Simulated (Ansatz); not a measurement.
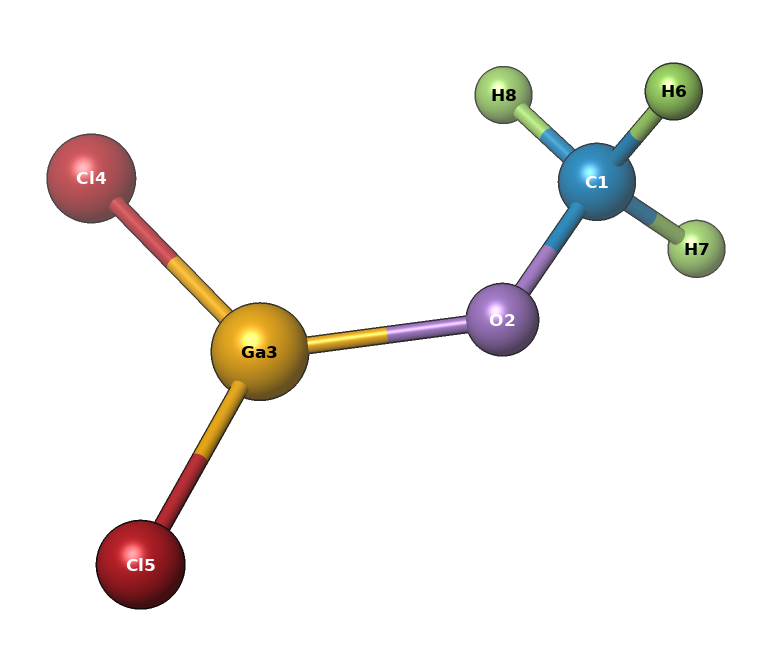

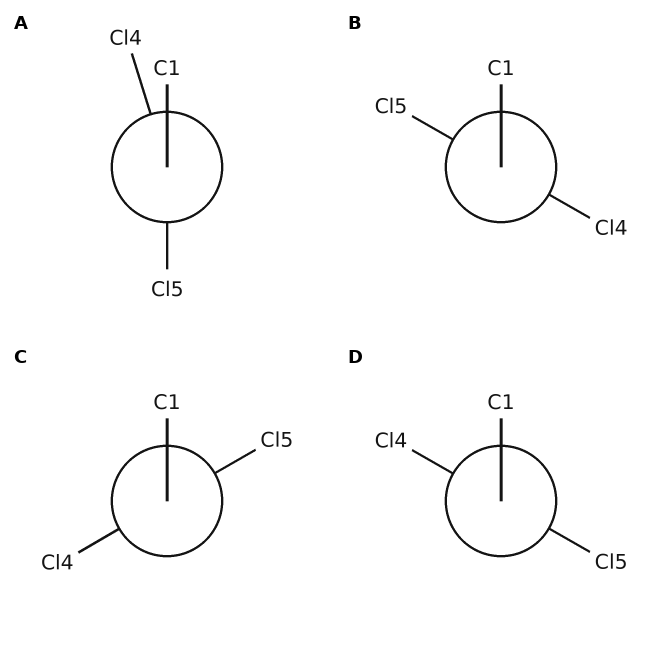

Atoms fade into the background with distance from the viewer. Bonds that would overlap in a projection are set slightly apart. The computed structure is the end point of a PBE0-D4/def2-TZVP optimisation.

Which Newman projection shows the view along O2–Ga3, with O2 in front?

Answer. A. The torsion angle C1–O2–Ga3–Cl4 is 0°, synperiplanar (eclipsed).
